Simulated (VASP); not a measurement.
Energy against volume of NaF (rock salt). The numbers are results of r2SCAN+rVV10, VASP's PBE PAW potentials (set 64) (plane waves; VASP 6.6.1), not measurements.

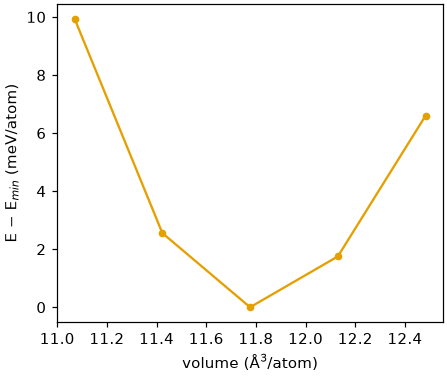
Fig. 1. Energy against volume

Estimate the equilibrium volume and the bulk modulus.

The minimum lies near 11.8 Å³/atom, and the curvature gives B0 of about 60 GPa.

The compound is NaF in the rock salt structure. It was relaxed first.
